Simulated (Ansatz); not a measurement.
# Nudged elastic band, with input and output: GePH₅F₂ (part 2 of 2)

GePH₅F₂; RKS B3LYP/def2-SVP (Ansatz 0.2.0). It belongs to a series of runs on one base structure; here: band between the two ends.

Geometry of the input (Å):
```
Ge 0.9551  -0.1491  -0.7194
F  -0.2908  0.0984  0.4711
F  2.4340  0.2700  0.0862
H  0.7269  0.8598  -1.8493
H  0.9992  -1.6451  -1.0443
P  -3.5770  0.1161  2.5964
H  -4.3807  0.3263  1.4310
H  -3.7157  -1.3060  2.5260
H  -2.3553  0.1174  1.8551
```

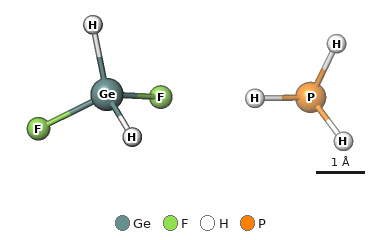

*The structure as given in the input (ball-and-stick view, seen at a tilt). Sticks mark near contacts.*

## Output, continued
```
NEB iter  41: max|band force component| = 1.108e-1 eV/Å  barrier→ = 2.0589 eV  barrier← = 1.8265 eV  CI = image 4  Δτ_max = 0.0465 Å  (171 SCF iters)
NEB iter  42: max|band force component| = 7.775e-2 eV/Å  barrier→ = 2.0589 eV  barrier← = 1.8265 eV  CI = image 4  Δτ_max = 0.0465 Å  (181 SCF iters)
NEB iter  43: max|band force component| = 4.802e-2 eV/Å  barrier→ = 2.0589 eV  barrier← = 1.8265 eV  CI = image 4  Δτ_max = 0.0466 Å  (179 SCF iters)
NEB iter  44: max|band force component| = 3.339e-2 eV/Å  barrier→ = 2.0589 eV  barrier← = 1.8265 eV  CI = image 4  Δτ_max = 0.0467 Å  (182 SCF iters)
NEB iter  45: max|band force component| = 8.153e-2 eV/Å  barrier→ = 2.0589 eV  barrier← = 1.8265 eV  CI = image 4  Δτ_max = 0.0232 Å  (168 SCF iters)
the calculation of the forces begins
reference -71310.77283218 eV, -2620.6225654047 hartree; 35, 35 occupied and 68, 68 virtual orbitals, 1067 factors
1070 factors; integrals over basis functions are off by at most 1.6e-3 eV
mean field -71309.00593794 eV, -2620.5576332390 hartree, gradient 2.4e-5 eV, S^2 0.000000; 1 other end points of the search recorded, 0 dependent functions left out
the calculation of the forces begins
reference -71309.00616683 eV, -2620.5576416507 hartree; 35, 35 occupied and 68, 68 virtual orbitals, 1070 factors
NEB iter  46: max|band force component| = 2.119e-2 eV/Å  barrier→ = 2.0589 eV  barrier← = 1.8265 eV  CI = image 4  Δτ_max = 0.0000 Å  (346 SCF iters)
```

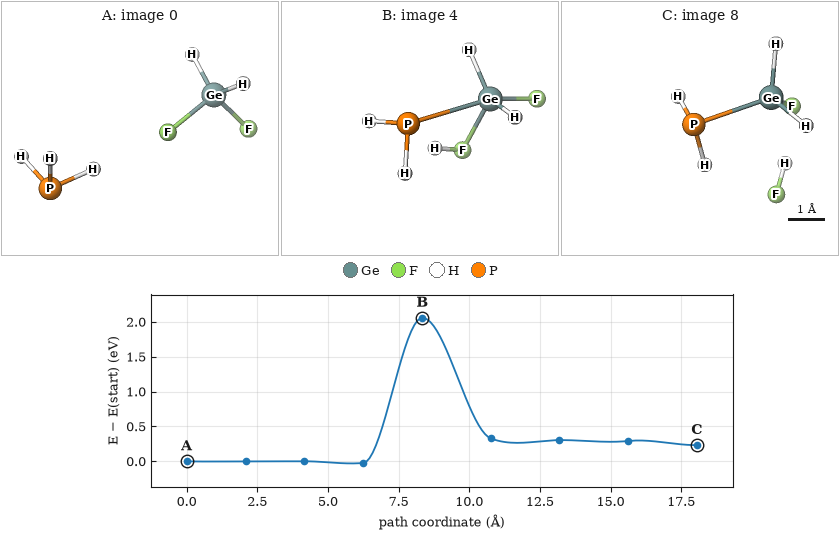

*Images of the last band (counted from 0; ball-and-stick, seen at a tilt) above the energy along the path; the line is a cubic interpolation that uses the forces.*

The highest image is number 4, 2.059 eV above the start and 1.827 eV above the end (the climbing image); the end lies 0.232 eV above the start. The path is 18.05 Å long. The band converged in 46 iterations.

```
Total energy: -71309.00616683 eV, -2620.5576416507 hartree
Atom 0 at    -0.130678     0.010412    -0.156768 Å, force     0.000000    -0.000010     0.000004 eV/Å
Atom 1 at    -0.087888    -0.505999     1.803839 Å, force     0.000001    -0.000007    -0.000002 eV/Å
Atom 2 at     1.619569    -0.093850    -0.056148 Å, force     0.000005    -0.000001     0.000001 eV/Å
Atom 3 at    -0.329931     1.504987    -0.421007 Å, force    -0.000007     0.000004     0.000004 eV/Å
Atom 4 at    -0.448677    -1.141804    -1.113043 Å, force     0.000001    -0.000001    -0.000004 eV/Å
Atom 5 at    -2.691066    -0.077676     0.625125 Å, force    -0.000005     0.000009    -0.000005 eV/Å
Atom 6 at    -3.033581    -1.321752     1.236320 Å, force     0.000002    -0.000008    -0.000001 eV/Å
Atom 7 at    -2.938687     0.732882     1.774145 Å, force     0.000005    -0.000002    -0.000005 eV/Å
Atom 8 at    -1.163360    -0.419300     1.660237 Å, force    -0.000002     0.000015     0.000008 eV/Å
Dipole moment:    -0.314614     0.023991    -0.038753 e Å
this run last wrote the band of iteration 46 to [file]
```

## The last band as extended XYZ (Å, eV, eV/Å)
```
9
Properties=species:S:1:pos:R:3:forces:R:3 image=0 energy=-71311.06484
Ge    0.9551   -0.1491   -0.7194    0.0011   0.0086   0.0102
F    -0.2908    0.0984    0.4711    0.0093  -0.0016  -0.0108
F     2.4340    0.2700    0.0862   -0.0142  -0.0036  -0.0066
H     0.7269    0.8598   -1.8493    0.0025  -0.0058   0.0068
H     0.9992   -1.6451   -1.0443    0.0010   0.0022  -0.0003
P    -3.5770    0.1161    2.5964    0.0065  -0.0003  -0.0188
H    -4.3807    0.3263    1.4310    0.0059  -0.0011   0.0104
H    -3.7157   -1.3060    2.5260    0.0009   0.0020   0.0009
H    -2.3553    0.1174    1.8551   -0.0130  -0.0004   0.0082
9
Properties=species:S:1:pos:R:3:forces:R:3 image=1 energy=-71311.06548
Ge    0.9247   -0.1539   -0.6472    0.0007   0.0010  -0.0028
F    -0.1161   -0.6495    0.6577   -0.0015  -0.0013  -0.0037
F     2.4018    0.3354    0.1202   -0.0001   0.0004   0.0024
H     0.2986    1.0801   -1.3034    0.0014   0.0002   0.0002
H     1.2194   -1.3906   -1.5009    0.0008  -0.0005   0.0019
P    -3.6545    0.4225    1.9695    0.0005   0.0011  -0.0005
H    -4.3003   -0.6417    1.2648   -0.0027  -0.0012   0.0039
H    -3.6310   -0.3032    3.2011    0.0008  -0.0008  -0.0011
H    -2.3470   -0.0111    1.5909    0.0000   0.0011  -0.0003
9
Properties=species:S:1:pos:R:3:forces:R:3 image=2 energy=-71311.06378
Ge    0.8341    0.0206   -0.5130    0.0004  -0.0003  -0.0003
F     0.2412   -0.4603    1.0520   -0.0004   0.0003  -0.0005
F     2.5299    0.3036   -0.2756    0.0002  -0.0002   0.0003
H     0.1789    1.3565   -0.8738    0.0009   0.0004  -0.0001
H     0.6823   -1.1746   -1.4582   -0.0002   0.0001  -0.0001
P    -3.5975   -0.1979    1.3225   -0.0002  -0.0002  -0.0002
H    -4.0159   -1.3907    1.9897    0.0000  -0.0002   0.0011
H    -3.8374    0.6261    2.4655   -0.0003  -0.0006   0.0001
H    -2.2198   -0.3955    1.6435   -0.0004   0.0007  -0.0003
9
Properties=species:S:1:pos:R:3:forces:R:3 image=3 energy=-71311.08778
Ge    0.4855    0.0464   -0.2775    0.0192   0.0004  -0.0031
F     0.5295   -0.4037    1.4037    0.0181   0.0026  -0.0122
F     2.1666    0.1206   -0.7198    0.0154   0.0047  -0.0196
H    -0.0757    1.4651   -0.3894    0.0084  -0.0015   0.0006
H    -0.1427   -1.0985   -1.0740    0.0083   0.0007   0.0011
P    -2.7723   -0.2403    1.1216   -0.0024  -0.0035   0.0137
H    -3.6841   -1.3330    1.2230   -0.0200   0.0006  -0.0003
H    -3.6464    0.6954    1.7511   -0.0204   0.0005  -0.0004
H    -2.0647   -0.5641    2.3140   -0.0266  -0.0044   0.0203
9
Properties=species:S:1:pos:R:3:forces:R:3 image=4 energy=-71309.00594
Ge   -0.1307    0.0104   -0.1568    0.0000   0.0000   0.0000
F    -0.0879   -0.5060    1.8038    0.0000   0.0000   0.0000
F     1.6196   -0.0939   -0.0561    0.0000   0.0000   0.0000
H    -0.3299    1.5050   -0.4210    0.0000   0.0000   0.0000
H    -0.4487   -1.1418   -1.1130    0.0000   0.0000   0.0000
P    -2.6911   -0.0777    0.6251    0.0000   0.0000   0.0000
H    -3.0336   -1.3218    1.2363    0.0000   0.0000   0.0000
H    -2.9387    0.7329    1.7741    0.0000   0.0000   0.0000
H    -1.1634   -0.4193    1.6602    0.0000   0.0000   0.0000
9
Properties=species:S:1:pos:R:3:forces:R:3 image=5 energy=-71310.73657
Ge   -0.6461   -0.0537   -0.5318   -0.0638   0.0051  -0.0466
F    -0.5826   -0.5599    2.7958   -0.0520  -0.0457   0.1078
F     0.6610    0.1024    0.6903   -0.1102   0.0168   0.0786
H    -0.4484    1.2174   -1.3735   -0.0066  -0.0097  -0.0738
H    -0.2771   -1.3554   -1.2630    0.0031   0.0099  -0.0488
P    -2.8044   -0.1689    0.3399   -0.0136   0.0006  -0.0248
H    -2.4810   -1.1508    1.3200    0.0582   0.0190  -0.0114
H    -2.6355    0.9201    1.2462    0.0476   0.0133  -0.0295
H     0.0097   -0.2634    2.1288    0.1374  -0.0093   0.0484
9
Properties=species:S:1:pos:R:3:forces:R:3 image=6 energy=-71310.75989
Ge   -0.7079   -0.2387   -0.2882    0.0202  -0.0185  -0.0303
F     0.1935   -1.1982    2.5798   -0.0380   0.0576   0.0021
F     0.1982    0.7312    0.9184    0.0140  -0.0265  -0.0031
H    -0.4053    0.4617   -1.6270   -0.0047   0.0152   0.0022
H    -0.0735   -1.6330   -0.2064   -0.0057  -0.0165  -0.0194
P    -2.9793   -0.2128    0.2200    0.0284   0.0240   0.0196
H    -2.7167   -0.0424    1.6141   -0.0131  -0.0338  -0.0140
H    -3.1000    1.1880   -0.0419    0.0185  -0.0138   0.0454
H     0.3867   -0.3680    2.1838   -0.0196   0.0124  -0.0026
9
Properties=species:S:1:pos:R:3:forces:R:3 image=7 energy=-71310.77260
Ge   -0.6432   -0.4162   -0.5643   -0.0025  -0.0145   0.0008
F    -0.6178    0.2444    3.0177    0.0272  -0.0279  -0.0150
F     0.5173    0.1277    0.6912   -0.0150   0.0186   0.0063
H    -0.4913    0.6198   -1.6938   -0.0013  -0.0059   0.0027
H    -0.1187   -1.8050   -0.9733    0.0116   0.0059   0.0187
P    -2.7763   -0.4853    0.3613    0.0078   0.0058  -0.0056
H    -2.2373   -0.7871    1.6486   -0.0120   0.0202  -0.0053
H    -2.7661    0.9213    0.6118   -0.0268   0.0034  -0.0073
H    -0.0708    0.2683    2.2535    0.0110  -0.0056   0.0045
9
Properties=species:S:1:pos:R:3:forces:R:3 image=8 energy=-71310.83244
Ge   -0.6388   -0.4895   -0.3734    0.0077  -0.0022   0.0056
F    -0.5164    1.5963    2.1017    0.0083  -0.0122  -0.0033
F     0.4642   -0.4834    1.0454   -0.0027  -0.0071  -0.0083
H    -0.2783    0.7908   -1.1441    0.0010   0.0033  -0.0023
H    -0.2293   -1.7663   -1.1308    0.0000  -0.0016  -0.0027
P    -2.8433   -0.5257    0.3567   -0.0113  -0.0048   0.0058
H    -2.6263   -1.6726    1.1814    0.0008  -0.0009  -0.0033
H    -2.5381    0.4097    1.3903    0.0078   0.0039  -0.0033
H     0.0021    0.8286    1.9256   -0.0115   0.0214   0.0119
```
